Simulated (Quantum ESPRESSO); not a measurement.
**Projected density of states of magnetic InNi2SbO6**

Wanted: the exchange-split electronic structure of InNi2SbO6.

Calculated with Quantum ESPRESSO 7.5; LDA with U = 6 eV on Ni d (ortho-atomic projectors); plane waves with GBRV 1.5 LDA potentials, no spin-orbit coupling.

### 1. The starting structure

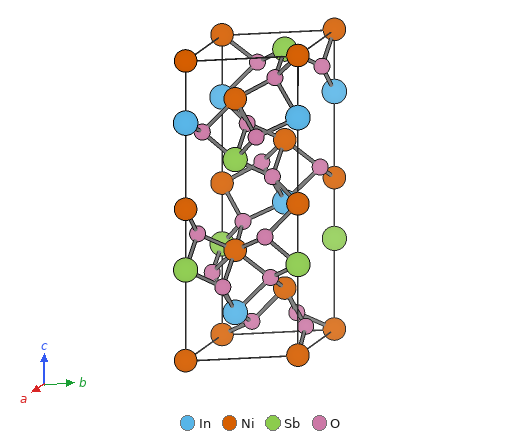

Start, viewed slightly off an axis; indium blue, nickel orange, antimony green, oxygen pink. This picture shows the conventional cell, with its axes. Bonds to atoms that aren't drawn are left out. Some periodic images of atoms are drawn too.

As a file:

```cif
data_structure
_symmetry_space_group_name_H-M 'R3:H'
_symmetry_Int_Tables_number 146
_cell_length_a 5.2863
_cell_length_b 5.2863
_cell_length_c 14.2400
_cell_angle_alpha 90.000
_cell_angle_beta 90.000
_cell_angle_gamma 120.000
_cell_volume 344.62
loop_
_atom_site_label
_atom_site_type_symbol
_atom_site_symmetry_multiplicity
_atom_site_Wyckoff_symbol
_atom_site_fract_x
_atom_site_fract_y
_atom_site_fract_z
_atom_site_occupancy
In1 In 3 a 0.66667 0.33333 0.12765 1
Ni1 Ni 3 a 0.00000 0.00000 0.00163 1
Ni2 Ni 3 a 0.33333 0.66667 0.17349 1
Sb1 Sb 3 a 0.00000 0.00000 0.30405 1
O1 O 9 b 0.34820 0.02540 0.23894 1
O2 O 9 b 0.31830 0.36880 0.06666 1
```

The cell comes from Materials Project 2023-11-01, a database of computed structures, and need not be the stable phase.

### 2. The magnetic state

This state came out lowest in a comparison of starts that is told elsewhere.

Contents of pw.in:

```
&CONTROL
  calculation = 'scf'
  prefix = 'pwscf'
  outdir = './tmp'
  pseudo_dir = './pseudo'
  disk_io = 'low'
/
&SYSTEM
  ibrav = 0
  celldm(1) = 8
  nat = 10
  ntyp = 5
  ecutwfc = 40
  ecutrho = 280
  nbnd = 68
  occupations = 'smearing'
  smearing = 'fd'
  degauss = 0.00367493
  nspin = 2
  starting_magnetization(1) = 0
  starting_magnetization(2) = 0.1111
  starting_magnetization(3) = -0.1111
  starting_magnetization(4) = 0
  starting_magnetization(5) = 0
/
&ELECTRONS
  conv_thr = 2d-08
  electron_maxstep = 150
  mixing_beta = 0.3
/
ATOMIC_SPECIES
In    114.8180 in_lda_v1.4.uspp.F.UPF
Ni1    58.6934 ni_lda_v1.4.uspp.F.UPF
Ni2    58.6934 ni_lda_v1.4.uspp.F.UPF
Sb    121.7600 sb_lda_v1.4.uspp.F.UPF
O      15.9990 o_lda_v1.2.uspp.F.UPF
CELL_PARAMETERS alat
   0.6243546544384    0.3604713278128    1.1212377622045
  -0.6243546544384    0.3604713278128    1.1212377622045
   0.0000000000000   -0.7209426556257    1.1212377622045
ATOMIC_POSITIONS crystal
In      0.2056830000    0.2056830000    0.2056830000
Ni1     0.9983680000    0.9983680000    0.9983680000
Ni2     0.4931743300    0.4931743300    0.4931743300
Sb      0.6959510000    0.6959510000    0.6959510000
O       0.7864580000    0.0838620000    0.4128670000
O       0.0838620000    0.4128670000    0.7864580000
O       0.4128670000    0.7864580000    0.0838620000
O       0.3021400000    0.8828500000    0.6150450000
O       0.8828500000    0.6150450000    0.3021400000
O       0.6150450000    0.3021400000    0.8828500000
K_POINTS automatic
6 6 6 0 0 0
HUBBARD {ortho-atomic}
U Ni1-3d 6.0000
U Ni2-3d 6.0000
```

Launch:

```console
> OMP_NUM_THREADS=1 mpirun -n 4 pw.x -nk 4 -in pw.in > pw.out
```

The program printed:

```text
Program PWSCF v.7.5 starts

     Message from routine setup:
     using ibrav=0 with symmetry is DISCOURAGED, use correct ibrav instead

     K-points division:     npool     =       4
     Subspace diagonalization in iterative solution of the eigenvalue problem:

     bravais-lattice index     =            0
     lattice parameter (alat)  =       8.0000  a.u.
     unit-cell volume          =     775.2129 (a.u.)^3
     number of atoms/cell      =           10
     number of atomic types    =            5
     number of electrons       =       100.00
     number of Kohn-Sham states=           68
     kinetic-energy cutoff     =      40.0000  Ry
     charge density cutoff     =     280.0000  Ry
     scf convergence threshold =      2.0E-08
     mixing beta               =       0.3000
     number of iterations used =            8  plain     mixing
     Exchange-correlation= SLA  PZ   NOGX NOGC
                           (   1   1   0   0   0   0   0)
     Hubbard projectors: ortho-atomic
     Hubbard parameters of DFT+U (Dudarev formulation) in eV:
     U(Ni1-3d) =  6.0000
     U(Ni2-3d) =  6.0000

     Internal variables: lda_plus_u =T, lda_plus_u_kind = 0

     Internal variables: orbital_resolved =F, hub_pot_fix =F, apply_U = F

     celldm(1)=   8.000000  celldm(2)=   0.000000  celldm(3)=   0.000000
     celldm(4)=   0.000000  celldm(5)=   0.000000  celldm(6)=   0.000000

     crystal axes: (cart. coord. in units of alat)
               a(1) = (   0.624355   0.360471   1.121238 )
               a(2) = (  -0.624355   0.360471   1.121238 )
               a(3) = (   0.000000  -0.720943   1.121238 )

     reciprocal axes: (cart. coord. in units 2 pi/alat)
               b(1) = (  0.800827  0.462358  0.297290 )
               b(2) = ( -0.800827  0.462358  0.297290 )
               b(3) = (  0.000000 -0.924715  0.297290 )

     PseudoPot. # 1 for In read from file:
     in_lda_v1.4.uspp.F.UPF
     Pseudo is Ultrasoft + core correction, Zval = 13.0

     PseudoPot. # 2 for Ni read from file:
     ni_lda_v1.4.uspp.F.UPF
     Pseudo is Ultrasoft + core correction, Zval = 18.0

     PseudoPot. # 3 for Ni read from file:
     ni_lda_v1.4.uspp.F.UPF
     Pseudo is Ultrasoft + core correction, Zval = 18.0

     PseudoPot. # 4 for Sb read from file:
     sb_lda_v1.4.uspp.F.UPF
     Pseudo is Ultrasoft + core correction, Zval = 15.0

     PseudoPot. # 5 for O  read from file:
     o_lda_v1.2.uspp.F.UPF
     Pseudo is Ultrasoft + core correction, Zval =  6.0

     atomic species   valence    mass     pseudopotential
     In               13.00   114.81800     In( 1.00)
     Ni1              18.00    58.69340     Ni( 1.00)
     Ni2              18.00    58.69340     Ni( 1.00)
     Sb               15.00   121.76000     Sb( 1.00)
     O                 6.00    15.99900     O ( 1.00)

     Starting magnetic structure
     atomic species   magnetization
     In              0.000
     Ni1             0.111
     Ni2            -0.111
     Sb              0.000
     O               0.000

      3 Sym. Ops. (no inversion) found

   Cartesian axes

     site n.     atom                  positions (alat units)
         1        In     tau(   1) = (  -0.0000000  -0.0000000   0.6918586  )
         2        Ni1    tau(   2) = (  -0.0000000  -0.0000000   3.3582237  )
         3        Ni2    tau(   3) = (  -0.0000000  -0.0000000   1.6588970  )
         4        Sb     tau(   4) = (   0.0000000  -0.0000000   2.3409796  )
         5        O      tau(   5) = (   0.4386691   0.0160720   1.4387577  )
         6        O      tau(   6) = (  -0.2054158  -0.3879346   1.4387577  )
         7        O      tau(   7) = (  -0.2332533   0.3718626   1.4387577  )
         8        O      tau(   8) = (  -0.3625690  -0.0162573   2.0182672  )
         9        O      tau(   9) = (   0.1672053   0.3221226   2.0182672  )
        10        O      tau(  10) = (   0.1953637  -0.3058653   2.0182672  )

     number of k points=    40  Fermi-Dirac smearing, width (Ry)=  0.0037
                       cart. coord. in units 2pi/alat
        k(    1) = (   0.0000000   0.0000000   0.0000000), wk =   0.0046296
        k(    2) = (   0.0000000  -0.1541192   0.0495484), wk =   0.0277778
        k(    3) = (   0.0000000  -0.3082384   0.0990968), wk =   0.0277778
        k(    4) = (   0.0000000   0.4623576  -0.1486452), wk =   0.0138889
        k(    5) = (  -0.1334711  -0.0770596   0.0990968), wk =   0.0277778
        [... 35 further k-points ...]

     Dense  grid:    61349 G-vectors     FFT dimensions: (  60,  60,  60)

     Smooth grid:    26491 G-vectors     FFT dimensions: (  45,  45,  45)

     Check: negative core charge=   -0.000007
     Generating pointlists ...
     new r_m :   0.2073 (alat units)  1.6584 (a.u.) for type    1
     new r_m :   0.1999 (alat units)  1.5992 (a.u.) for type    2
     new r_m :   0.2026 (alat units)  1.6205 (a.u.) for type    3
     new r_m :   0.1953 (alat units)  1.5627 (a.u.) for type    4
     new r_m :   0.1953 (alat units)  1.5627 (a.u.) for type    5

     Initial potential from superposition of free atoms

     starting charge      93.5000, renormalised to     100.0000

     STARTING HUBBARD OCCUPATIONS:

     =================== HUBBARD OCCUPATIONS ===================
     ------------------------ ATOM    2 ------------------------
     Tr[ns(  2)] (up, down, total) =   5.00000  3.00000  8.00000
     Atomic magnetic moment for atom   2 =   2.00000
     [... lines left out ...]
     ------------------------ ATOM    3 ------------------------
     Tr[ns(  3)] (up, down, total) =   3.00000  5.00000  8.00000
     Atomic magnetic moment for atom   3 =  -2.00000
     [... lines left out ...]
     Number of occupied Hubbard levels =   16.0000

     Atomic wfc used for Hubbard projectors are orthogonalized

     Starting wfcs are   68 randomized atomic wfcs

     Self-consistent Calculation

     iteration #  1     ecut=    40.00 Ry     beta= 0.30
     Davidson diagonalization with overlap
     ethr =  1.00E-02,  avg # of iterations =  5.0

     =================== HUBBARD OCCUPATIONS ===================
     ------------------------ ATOM    2 ------------------------
     Tr[ns(  2)] (up, down, total) =   2.48684  0.29580  2.78264
     Atomic magnetic moment for atom   2 =   2.19104
     [... lines left out ...]
     ------------------------ ATOM    3 ------------------------
     Tr[ns(  3)] (up, down, total) =   0.30484  2.74239  3.04723
     Atomic magnetic moment for atom   3 =  -2.43755
     [... lines left out ...]
     Number of occupied Hubbard levels =    5.8299

     total energy              =   -1174.38803687 Ry
     estimated scf accuracy    <      67.26674018 Ry

     total magnetization       =    -0.27 Bohr mag/cell
     absolute magnetization    =     5.29 Bohr mag/cell

     iteration #  2     ecut=    40.00 Ry     beta= 0.30
     Davidson diagonalization with overlap
     ethr =  1.00E-02,  avg # of iterations =  3.0

     total energy              =   -1195.40236518 Ry
     estimated scf accuracy    <      40.97886111 Ry

     total magnetization       =     0.00 Bohr mag/cell
     absolute magnetization    =     0.30 Bohr mag/cell

     [... further iterations left out ...]

     iteration # 21     ecut=    40.00 Ry     beta= 0.30
     Davidson diagonalization with overlap
     ethr =  3.26E-11,  avg # of iterations =  1.0

     total energy              =   -1197.53961622 Ry
     estimated scf accuracy    <       0.00000002 Ry

     total magnetization       =    -0.00 Bohr mag/cell
     absolute magnetization    =     3.77 Bohr mag/cell

     iteration # 22     ecut=    40.00 Ry     beta= 0.30
     Davidson diagonalization with overlap
     ethr =  2.37E-11,  avg # of iterations =  1.8

     Magnetic moment per site  (integrated on atomic sphere of radius R)
     atom   1 (R=0.207)  charge=  9.2992  magn=  0.0012
     atom   2 (R=0.200)  charge= 15.5248  magn=  1.6623
     atom   3 (R=0.203)  charge= 15.5709  magn= -1.6713
     atom   4 (R=0.195)  charge= 10.0987  magn= -0.0012
     atom   5 (R=0.195)  charge=  5.4617  magn=  0.0064
     atom   6 (R=0.195)  charge=  5.4617  magn=  0.0064
     atom   7 (R=0.195)  charge=  5.4617  magn=  0.0064
     atom   8 (R=0.195)  charge=  5.4801  magn= -0.0043
     atom   9 (R=0.195)  charge=  5.4801  magn= -0.0043
     atom  10 (R=0.195)  charge=  5.4801  magn= -0.0043

     End of self-consistent calculation

     =================== HUBBARD OCCUPATIONS ===================
     ------------------------ ATOM    2 ------------------------
     Tr[ns(  2)] (up, down, total) =   4.97160  3.27746  8.24906
     Atomic magnetic moment for atom   2 =   1.69415
     [... lines left out ...]
     ------------------------ ATOM    3 ------------------------
     Tr[ns(  3)] (up, down, total) =   3.26936  4.97304  8.24240
     Atomic magnetic moment for atom   3 =  -1.70368
     [... lines left out ...]
     Number of occupied Hubbard levels =   16.4915

     [... lines left out ...]
     the Fermi energy is     9.9575 ev

!    total energy              =   -1197.53961634 Ry
     estimated scf accuracy    <          9.8E-09 Ry
     smearing contrib. (-TS)   =      -0.00000001 Ry
     internal energy E=F+TS    =   -1197.53961633 Ry

     The total energy is F=E-TS. E is the sum of the following terms:
     one-electron contribution =    -673.37431123 Ry
     hartree contribution      =     399.26971553 Ry
     xc contribution           =    -193.98274536 Ry
     ewald contribution        =    -729.59168876 Ry
     Hubbard energy            =       0.13941349 Ry

     total magnetization       =    -0.00 Bohr mag/cell
     absolute magnetization    =     3.77 Bohr mag/cell

     convergence has been achieved in  22 iterations

=------------------------------------------------------------------------------=
   JOB DONE.
=------------------------------------------------------------------------------=
```

The job ended after 3.7 min (4 MPI ranks of Arm Neoverse V2, shared host; peak memory 1 GiB; 15 min of CPU time).

Spin moment in the atom's sphere by atom:

```tsv
atom	spin moment in the atom's sphere (μB)
In1	0.00
Ni2	1.66
Ni3	-1.67
Sb4	0.00
O5	0.01
O6	0.01
O7	0.01
O8	0.00
O9	0.00
O10	0.00
```

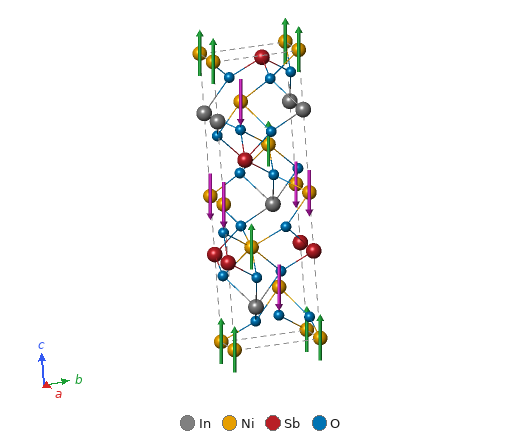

Spin moment in the atom's sphere as arrows, the longest 1.67 μB. Up and down stand for the sign. Arrows give size and sign along the axis of quantisation, drawn up and down the page. The two directions have two colours. Bonds to atoms that aren't drawn are left out. Some periodic images of atoms are drawn too.

Numbers from this step:

* smearing term TS: 1.01e-7 eV
* magnetization: 0 μB
* absolute magnetization: 3.768 μB
* final state: antiferromagnetic

(Continued in part 2 of 2.)

[Logs and program files are shortened in this print: banners, set-up blocks, solver, clock and traceback lines can be left out without a mark of their own.]

[Logs are printed without paths, hosts, clocks, repeated set-up lines and the standing remarks that a program may print on its own settings, such as how far it seeks lower states.]

[Hosts, paths, dates, database ids (printed as entryN), source tags and the programs' standing remarks are cut or masked in the printed files.]

[Where a cell is said to come from a database of computed structures, the database is the Materials Project.]
